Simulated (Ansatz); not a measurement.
**BFH₃InO: one molecule under many settings**

Aim: run BFH₃InO under a spread of inputs, and see what each costs and gives.

Computed with Ansatz 0.2.0, Gaussian basis. Level: the settings change from run to run.

### 1 The geometry

The geometry comes from an earlier relaxation with PBE0-D4 in a triple-zeta def2 set; it is a stationary point, not always the lowest conformer. In takes a core potential in def2 sets; no spin-orbit term is included.

SMILES `O[B](F)[InH2]`, 7 atoms, charge 0, spin multiplicity 1.

Atoms are counted from 1 here; the program's logs count them from 0.

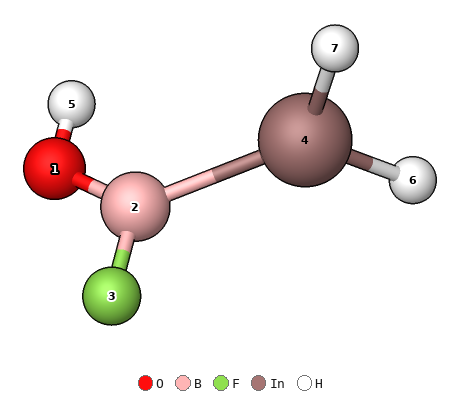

The geometry (oxygen red, boron pink, fluorine green, indium brown, hydrogen white); atoms are numbered from 1 in the order of the file.

Coordinates:

```
atom    x (Å)    y (Å)    z (Å)
  O1   1.6021  -0.3977   1.1277
  B2   0.4602  -0.7431   0.4936
  F3   0.1201  -2.0257   0.6222
 In4  -0.9556   0.5445  -0.7552
  H5   1.8468   0.5239   1.0339
  H6  -2.3104   1.3644  -0.0578
  H7  -0.7632   0.7336  -2.4644
```

### 2 wB97X/def2-SVP

This run has multiplicity 3, restricted open-shell orbitals, the search for lower states set to off.

File in.yaml:

```yaml
crystal:
  periodic: [false, false, false]
  atoms:
    - {symbol: O, position_ang: [1.602078, -0.397675, 1.127671]}
    - {symbol: B, position_ang: [0.460183, -0.743113, 0.493639]}
    - {symbol: F, position_ang: [0.120095, -2.025711, 0.622213]}
    - {symbol: In, position_ang: [-0.955613, 0.544538, -0.755209]}
    - {symbol: H, position_ang: [1.846789, 0.523906, 1.033927]}
    - {symbol: H, position_ang: [-2.310352, 1.364420, -0.057827]}
    - {symbol: H, position_ang: [-0.763181, 0.733626, -2.464414]}
basis:
  gaussian: {orbitals: def2-SVP}
magnetization: {spin_polarized: false, initial_magnetization: 2}
hamiltonian: {xc: {name: wB97X}}
scf: {lower_state_search: off}
```

The run is started by

```bash
$ ansatz run in.yaml --threads 2 --pin off --events-out ev --progress --plain --max-ram 4352MiB
```

The log of the run, cut to the lines that bear on the results:

```text
Functional definition: wB97X
  name "wB97X"
  cite "Chai & Head-Gordon, J. Chem. Phys. 128, 084106 (2008) doi:10.1063/1.2834918"
  cite "Becke, J. Chem. Phys. 107, 8554 (1997) doi:10.1063/1.475007"
[...]
  # The coefficients of nought are those of the uniform gas.
[...]
      + exact_x_lr(omega)
[...]
      + integral(e_c_pw_opposite_spin*poly(b97_u_opposite, 1, cos1, cos2, cos3, cos4))
[...]
890 factors; integrals over basis functions are off by at most 1.3e-3 eV
233 factors; integrals over basis functions are off by at most 8.3e-6 eV
[...]
mean field -10656.10922932 eV, -391.6047912071 hartree, gradient 4.7e-6 eV, S^2 2.000000; 0 other end points of the search recorded, 0 dependent functions left out
reference -10656.10921134 eV, -391.6047905464 hartree; 24, 22 occupied and 59, 61 virtual orbitals, 890 factors
Total energy: -10656.10921134 eV, -391.6047905464 hartree
Checks for a lower state left out: stability, starts, cluster_reference, orbital_swaps, neighbouring_geometries, increment
```

Wall time 6.5 s (2 threads of Arm Neoverse V1, shared host).

### 3 B2GP-PLYP/def2-mTZVPP

Set apart from the defaults: relativity set to scalar.

Edit in.yaml of step 2 so:

```diff
@@ -11,5 +11,4 @@
 basis:
-  gaussian: {orbitals: def2-SVP}
-magnetization: {spin_polarized: false, initial_magnetization: 2}
-hamiltonian: {xc: {name: wB97X}}
-scf: {lower_state_search: off}
+  gaussian: {orbitals: def2-mTZVPP}
+hamiltonian: {xc: {name: B2GP-PLYP}, pseudopotentials: {relativity: scalar}}
+output: {forces: true}
```

Launched as before.

The log of the run, cut to the lines that bear on the results:

```text
Functional definition: B2GP-PLYP
  name "B2GP-PLYP"
  cite "Karton, Tarnopolsky, Lamère, Schatz & Martin, J. Phys. Chem. A 112, 12868 (2008) doi:10.1021/jp801805p"
  cite "Becke, Phys. Rev. A 38, 3098 (1988) doi:10.1103/PhysRevA.38.3098"
  cite "Lee, Yang & Parr, Phys. Rev. B 37, 785 (1988) doi:10.1103/PhysRevB.37.785"
[...]
1175 factors; integrals over basis functions are off by at most 1.3e-3 eV
[...]
mean field -10649.31718801 eV, -391.3551882927 hartree, gradient 3.5e-6 eV, S^2 0.000000; 0 other end points of the search recorded, 0 dependent functions left out
7 core orbitals not correlated: weight in the atoms' cores, before any rotation towards them, 1.000 or more for the frozen orbitals, at most 0.000 for the correlated occupied ones
reference -10649.31732693 eV, -391.3551933981 hartree; 16, 16 occupied and 95, 95 virtual orbitals, 1175 factors
second order -19.73185844 eV of doubles, -0.00000000 eV of singles
[...]
Total energy: -10656.42079597 eV, -391.6162410703 hartree
Relativity: scalar
Atom 0 at     1.602078    -0.397675     1.127671 Å, force     0.124806    -0.018410     0.084212 eV/Å
Atom 1 at     0.460183    -0.743113     0.493639 Å, force    -0.052792     0.099874    -0.062927 eV/Å
Atom 2 at     0.120095    -2.025711     0.622213 Å, force    -0.017449    -0.178937     0.038195 eV/Å
Atom 3 at    -0.955613     0.544538    -0.755209 Å, force    -0.117111     0.100887    -0.101550 eV/Å
Atom 4 at     1.846789     0.523906     1.033927 Å, force     0.020112     0.033268     0.004628 eV/Å
Atom 5 at    -2.310352     1.364420    -0.057827 Å, force     0.032988    -0.023039    -0.000205 eV/Å
Atom 6 at    -0.763181     0.733626    -2.464414 Å, force     0.009445    -0.013643     0.037646 eV/Å
Dipole moment:     0.139548     0.408467    -0.021535 e Å
```

Run time: 8 s. Hardware: 2 threads of Arm Neoverse V1, shared host; peak memory 0.31 GiB.

Largest force 0.185 eV/Å, dipole 2.08 D.

### 4 RPBE/def2-TZVPD

This run has atoms shaken by 0.15 Å, D3(BJ) with three-body dispersion.

File in.yaml:

```yaml
crystal:
  periodic: [false, false, false]
  atoms:
    - {symbol: O, position_ang: [1.581669, -0.208007, 1.111986]}
    - {symbol: B, position_ang: [0.430792, -0.653162, 0.642900]}
    - {symbol: F, position_ang: [0.083696, -1.987145, 0.539543]}
    - {symbol: In, position_ang: [-0.897666, 0.418340, -0.753424]}
    - {symbol: H, position_ang: [1.749285, 0.469362, 1.278517]}
    - {symbol: H, position_ang: [-2.494443, 1.428307, -0.021920]}
    - {symbol: H, position_ang: [-0.815280, 0.669672, -2.667624]}
basis:
  gaussian: {orbitals: def2-TZVPD}
hamiltonian: {xc: {name: RPBE}, dispersion: d3bjatm}
output: {forces: true}
```

The command is unchanged.

The log of the run, cut to the lines that bear on the results:

```text
Functional definition: RPBE
  name "RPBE"
  cite "Hammer, Hansen & Nørskov, Phys. Rev. B 59, 7413 (1999) doi:10.1103/PhysRevB.59.7413"
  cite "Perdew, Burke & Ernzerhof, Phys. Rev. Lett. 77, 3865 (1996) doi:10.1103/PhysRevLett.77.3865"
[...]
1130 factors; their error is unknown
[...]
mean field -10664.92787646 eV, -391.9288705122 hartree, gradient 3.3e-5 eV, S^2 0.000000; 0 other end points of the search recorded, 0 dependent functions left out
[...]
reference -10664.92794418 eV, -391.9288730010 hartree; 23, 23 occupied and 177, 177 virtual orbitals, 1130 factors
Total energy: -10665.67576146 eV, -391.9563547791 hartree
Atom 0 at     1.581669    -0.208007     1.111986 Å, force    -6.292665   -30.942923    -6.132285 eV/Å
Atom 1 at     0.430792    -0.653162     0.642900 Å, force    -1.111634    -0.802968    -1.542261 eV/Å
Atom 2 at     0.083696    -1.987145     0.539543 Å, force     0.872268     0.560278     0.779257 eV/Å
Atom 3 at    -0.897666     0.418340    -0.753424 Å, force    -1.841562     1.731703    -0.980615 eV/Å
Atom 4 at     1.749285     0.469362     1.278517 Å, force     7.306469    30.444865     7.146814 eV/Å
Atom 5 at    -2.494443     1.428307    -0.021920 Å, force     1.064850    -0.722639    -0.576991 eV/Å
Atom 6 at    -0.815280     0.669672    -2.667624 Å, force     0.002275    -0.268316     1.306081 eV/Å
Dipole moment:     0.441363     0.136348     0.239272 e Å
```

Wall time 3.6 s (2 threads of Arm Neoverse V1, shared host).

Largest force 32.166 eV/Å, dipole 2.50 D.

### 5 wPBEh/x2c-TZVPPall

File in.yaml:

```yaml
crystal:
  periodic: [false, false, false]
  atoms:
    - {symbol: O, position_ang: [1.602078, -0.397675, 1.127671]}
    - {symbol: B, position_ang: [0.460183, -0.743113, 0.493639]}
    - {symbol: F, position_ang: [0.120095, -2.025711, 0.622213]}
    - {symbol: In, position_ang: [-0.955613, 0.544538, -0.755209]}
    - {symbol: H, position_ang: [1.846789, 0.523906, 1.033927]}
    - {symbol: H, position_ang: [-2.310352, 1.364420, -0.057827]}
    - {symbol: H, position_ang: [-0.763181, 0.733626, -2.464414]}
basis:
  gaussian: {orbitals: x2c-TZVPPall}
hamiltonian: {xc: {name: wPBEh}}
```

Launched as before.

The log of the run, cut to the lines that bear on the results:

```text
Functional definition: wPBEh
  name "wPBEh"
  cite "Heyd, Scuseria & Ernzerhof, J. Chem. Phys. 118, 8207 (2003) doi:10.1063/1.1564060"
  cite "Krukau, Vydrov, Izmaylov & Scuseria, J. Chem. Phys. 125, 224106 (2006) doi:10.1063/1.2404663"
  cite "Heyd & Scuseria, J. Chem. Phys. 120, 7274 (2004) doi:10.1063/1.1668634"
  cite "Ernzerhof & Perdew, J. Chem. Phys. 109, 3313 (1998) doi:10.1063/1.476928"
  cite "Perdew, Burke & Ernzerhof, Phys. Rev. Lett. 77, 3865 (1996) doi:10.1103/PhysRevLett.77.3865"
  parent pbe
[...]
1336 factors; their error is unknown
93 factors; integrals over basis functions are off by at most 5.0e-7 eV
[...]
mean field -165512.97285398 eV, -6082.4895636614 hartree, gradient 2.6e-5 eV, S^2 0.000000; 0 other end points of the search recorded, 0 dependent functions left out
reference -165512.97290189 eV, -6082.4895654219 hartree; 37, 37 occupied and 158, 158 virtual orbitals, 1336 factors
Total energy: -165512.97290189 eV, -6082.4895654219 hartree
Relativity: scalar
```

Wall time 4.5 s (2 threads of Arm Neoverse V1, shared host); peak memory 0.43 GiB.

### 6 wB97X/ANO-RCC-VTZP

Edit in.yaml of step 5 so:

```diff
@@ -11,3 +11,4 @@
 basis:
-  gaussian: {orbitals: x2c-TZVPPall}
-hamiltonian: {xc: {name: wPBEh}}
+  gaussian: {orbitals: ANO-RCC-VTZP}
+hamiltonian: {xc: {name: wB97X}}
+output: {forces: true}
```

Launched as before.

The log of the run, cut to the lines that bear on the results:

```text
Functional definition: wB97X
  name "wB97X"
  cite "Chai & Head-Gordon, J. Chem. Phys. 128, 084106 (2008) doi:10.1063/1.2834918"
  cite "Becke, J. Chem. Phys. 107, 8554 (1997) doi:10.1063/1.475007"
[...]
  # The coefficients of nought are those of the uniform gas.
[...]
      + exact_x_lr(omega)
[...]
      + integral(e_c_pw_opposite_spin*poly(b97_u_opposite, 1, cos1, cos2, cos3, cos4))
1579 factors; their error is unknown
309 factors; integrals over basis functions are off by at most 1.8e-5 eV
[...]
mean field -165530.33248294 eV, -6083.1275182587 hartree, gradient 1.9e-5 eV, S^2 0.000000; 0 other end points of the search recorded, 0 dependent functions left out
[...]
reference -165530.33241685 eV, -6083.1275158301 hartree; 37, 37 occupied and 163, 163 virtual orbitals, 1579 factors
Total energy: -165530.33241685 eV, -6083.1275158301 hartree
Relativity: scalar
Atom 0 at     1.602078    -0.397675     1.127671 Å, force     0.150452     0.186947     0.044943 eV/Å
Atom 1 at     0.460183    -0.743113     0.493639 Å, force    -0.068320     0.197995    -0.099172 eV/Å
Atom 2 at     0.120095    -2.025711     0.622213 Å, force    -0.047776    -0.253352     0.038862 eV/Å
Atom 3 at    -0.955613     0.544538    -0.755209 Å, force    -0.071890     0.067303    -0.063692 eV/Å
Atom 4 at     1.846789     0.523906     1.033927 Å, force    -0.016670    -0.149147     0.030617 eV/Å
Atom 5 at    -2.310352     1.364420    -0.057827 Å, force     0.050742    -0.034393    -0.013140 eV/Å
Atom 6 at    -0.763181     0.733626    -2.464414 Å, force     0.003462    -0.015354     0.061582 eV/Å
Dipole moment:     0.141949     0.403982    -0.018765 e Å
```

Wall time 33 s (2 threads of Arm Neoverse V1, shared host); peak memory 0.9 GiB.

Largest force 0.261 eV/Å, dipole 2.06 D.

### 7 BHLYP/def2-TZVPP

Options: charge -1, multiplicity 2, coordinates scaled by 1.12, the search for lower states set to full.

File in.yaml:

```yaml
crystal:
  periodic: [false, false, false]
  atoms:
    - {symbol: O, position_ang: [1.794328, -0.445396, 1.262991]}
    - {symbol: B, position_ang: [0.515405, -0.832286, 0.552875]}
    - {symbol: F, position_ang: [0.134507, -2.268797, 0.696879]}
    - {symbol: In, position_ang: [-1.070287, 0.609882, -0.845834]}
    - {symbol: H, position_ang: [2.068404, 0.586774, 1.157999]}
    - {symbol: H, position_ang: [-2.587594, 1.528151, -0.064766]}
    - {symbol: H, position_ang: [-0.854762, 0.821661, -2.760144]}
basis:
  gaussian: {orbitals: def2-TZVPP}
total_charge: -1
magnetization: {spin_polarized: true, initial_magnetization: 1}
hamiltonian: {xc: {name: BHLYP}}
scf: {lower_state_search: full}
output: {forces: true}
```

The command is unchanged.

The log of the run, cut to the lines that bear on the results:

```text
Functional definition: BHLYP
  name "BHLYP"
  cite "Becke, J. Chem. Phys. 98, 1372 (1993) doi:10.1063/1.464304"
  cite "Becke, Phys. Rev. A 38, 3098 (1988) doi:10.1103/PhysRevA.38.3098"
  cite "Lee, Yang & Parr, Phys. Rev. B 37, 785 (1988) doi:10.1103/PhysRevB.37.785"
[...]
1263 factors; their error is unknown
[...]
mean field -10661.50298191 eV, -391.8030079590 hartree, gradient 3.1e-5 eV, S^2 0.755280; 4 other end points of the search recorded, 0 dependent functions left out
[...]
reference -10661.50317725 eV, -391.8030151375 hartree; 24, 23 occupied and 161, 162 virtual orbitals, 1263 factors
Total energy: -10661.50317725 eV, -391.8030151375 hartree
Atom 0 at     1.794328    -0.445396     1.262991 Å, force    -2.223167     2.315110    -2.047504 eV/Å
Atom 1 at     0.515405    -0.832286     0.552875 Å, force     1.092098    -1.150497     0.998363 eV/Å
Atom 2 at     0.134507    -2.268797     0.696879 Å, force     1.727661     4.000955     0.027710 eV/Å
Atom 3 at    -1.070287     0.609882    -0.845834 Å, force     0.073115     0.322795    -0.037870 eV/Å
Atom 4 at     2.068404     0.586774     1.157999 Å, force    -1.764364    -4.418689     0.075004 eV/Å
Atom 5 at    -2.587594     1.528151    -0.064766 Å, force     1.226923    -0.812916    -0.566605 eV/Å
Atom 6 at    -0.854762     0.821661    -2.760144 Å, force    -0.132265    -0.256758     1.550903 eV/Å
Dipole moment:     0.410220     0.055497     0.245507 e Å
```

Run time: 15 s. Hardware: 2 threads of Arm Neoverse V1, shared host; peak memory 0.54 GiB.

Largest force 4.759 eV/Å, ⟨S²⟩ 0.755.

### 8 rPW86-PBE/def2-TZVPD

Set apart from the defaults: charge +1, multiplicity 2, relativity set to none.

File in.yaml:

```yaml
crystal:
  periodic: [false, false, false]
  atoms:
    - {symbol: O, position_ang: [1.602078, -0.397675, 1.127671]}
    - {symbol: B, position_ang: [0.460183, -0.743113, 0.493639]}
    - {symbol: F, position_ang: [0.120095, -2.025711, 0.622213]}
    - {symbol: In, position_ang: [-0.955613, 0.544538, -0.755209]}
    - {symbol: H, position_ang: [1.846789, 0.523906, 1.033927]}
    - {symbol: H, position_ang: [-2.310352, 1.364420, -0.057827]}
    - {symbol: H, position_ang: [-0.763181, 0.733626, -2.464414]}
basis:
  gaussian: {orbitals: def2-TZVPD}
total_charge: 1
magnetization: {spin_polarized: true, initial_magnetization: 1}
hamiltonian: {xc: {name: rPW86-PBE}, pseudopotentials: {relativity: none}}
```

The command is unchanged.

The log of the run:

```text
Functional definition: rPW86-PBE
  name "rPW86-PBE"
  cite "Murray, Lee & Langreth, J. Chem. Theory Comput. 5, 2754 (2009) doi:10.1021/ct900365q"
  cite "Perdew, Burke & Ernzerhof, Phys. Rev. Lett. 77, 3865 (1996) doi:10.1103/PhysRevLett.77.3865"
  parent pbe
  exchange = rpw86_x
  correlation = pbe_c
1130 factors; their error is unknown
mean field evaluation 1: about -10648.9277 eV, gradient 8.4e1 eV
mean field evaluation 2: about -10178.2007 eV, gradient 2.6e2 eV
mean field evaluation 4: about -10660.7527 eV, gradient 5.5e1 eV
mean field evaluation 8: about -10673.4298 eV, gradient 1.1e0 eV
mean field evaluation 16: about -10673.4249 eV, gradient 1.0e-3 eV
mean field evaluation 32: about -10672.2991 eV, gradient 6.4e0 eV
mean field -10673.42487682 eV, -392.2411295161 hartree, gradient 1.0e-5 eV, S^2 0.753107; 3 other end points of the search recorded, 0 dependent functions left out
reference -10673.42501887 eV, -392.2411347360 hartree; 23, 22 occupied and 177, 178 virtual orbitals, 1130 factors
Total energy: -10673.42501887 eV, -392.2411347360 hartree
```

Run time: 19 s. Hardware: 2 threads of Arm Neoverse V1, shared host; peak memory 0.38 GiB.

⟨S²⟩ 0.753.

### 9 r2SCANh/def2-TZVPD

Set apart from the defaults: coordinates scaled by 1.12, the search for lower states set to full.

File in.yaml:

```yaml
crystal:
  periodic: [false, false, false]
  atoms:
    - {symbol: O, position_ang: [1.794328, -0.445396, 1.262991]}
    - {symbol: B, position_ang: [0.515405, -0.832286, 0.552875]}
    - {symbol: F, position_ang: [0.134507, -2.268797, 0.696879]}
    - {symbol: In, position_ang: [-1.070287, 0.609882, -0.845834]}
    - {symbol: H, position_ang: [2.068404, 0.586774, 1.157999]}
    - {symbol: H, position_ang: [-2.587594, 1.528151, -0.064766]}
    - {symbol: H, position_ang: [-0.854762, 0.821661, -2.760144]}
basis:
  gaussian: {orbitals: def2-TZVPD}
hamiltonian: {xc: {name: r2SCANh}}
scf: {lower_state_search: full}
```

Same command.

The log of the run, cut to the lines that bear on the results:

```text
Functional definition: r2SCANh
  name "r2SCANh"
  cite "Bursch, Neugebauer, Ehlert & Grimme, J. Chem. Phys. 156, 134105 (2022) doi:10.1063/5.0086040"
  cite "Furness, Kaplan, Ning, Perdew & Sun, J. Phys. Chem. Lett. 11, 8208 (2020) doi:10.1021/acs.jpclett.0c02405"
  cite "Furness, Kaplan, Ning, Perdew & Sun, J. Phys. Chem. Lett. 11, 9248 (2020) doi:10.1021/acs.jpclett.0c03077"
  parent r2scan
[...]
1130 factors; their error is unknown
[...]
mean field -10664.13743202 eV, -391.8998222146 hartree, gradient 3.9e-5 eV, S^2 0.000000; 0 other end points of the search recorded, 0 dependent functions left out
reference -10664.13745611 eV, -391.8998231001 hartree; 23, 23 occupied and 177, 177 virtual orbitals, 1130 factors
Total energy: -10664.13745611 eV, -391.8998231001 hartree
```

Run time: 7 s. Hardware: 2 threads of Arm Neoverse V1, shared host; peak memory 0.36 GiB.

### 10 All runs side by side

```
                level  charge  multiplicity  geometry  functions  energy (eV)   time
       wB97X/def2-SVP       0             3   relaxed         83   -10656.109  6.5 s
B2GP-PLYP/def2-mTZVPP       0             1   relaxed        118   -10656.421    8 s
      RPBE/def2-TZVPD       0             1    shaken        200   -10665.676  3.6 s
   wPBEh/x2c-TZVPPall       0             1   relaxed        195  -165512.973  4.5 s
   wB97X/ANO-RCC-VTZP       0             1   relaxed        200  -165530.332   33 s
     BHLYP/def2-TZVPP      -1             2    scaled        185   -10661.503   15 s
 rPW86-PBE/def2-TZVPD       1             2   relaxed        200   -10673.425   19 s
   r2SCANh/def2-TZVPD       0             1    scaled        200   -10664.137    7 s
```

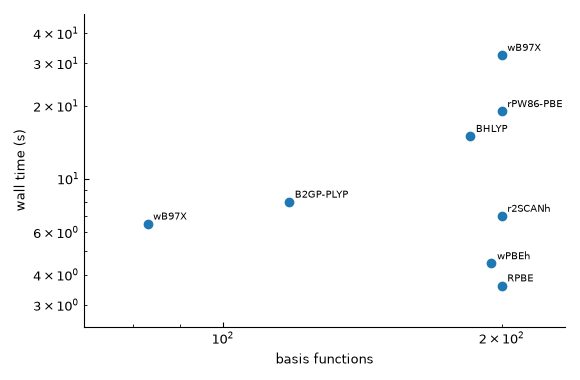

Wall time against the number of basis functions (shared host).

### 11 Summary of results

| quantity | value |
| --- | --- |
| runs | 8 |
| quickest | RPBE/def2-TZVPD, 3.6 s |
| slowest | wB97X/ANO-RCC-VTZP, 33 s |
| spread of total energies, same state and geometry | 154873.9 eV |
| dipole, same state and geometry | 2.06 to 2.08 D |

In words: Run time spans a factor of 9, from RPBE/def2-TZVPD to wB97X/ANO-RCC-VTZP. The jobs differ in tasks and options as well as level. The totals spread over 154874 eV; they can't be compared across methods or bases. At the PBE0-D4/def2-TZVP geometry and in the same state, runs without warnings or point charges leave forces up to 0.26 eV/Å (wB97X/ANO-RCC-VTZP), against 32.2 eV/Å where the atoms were moved.
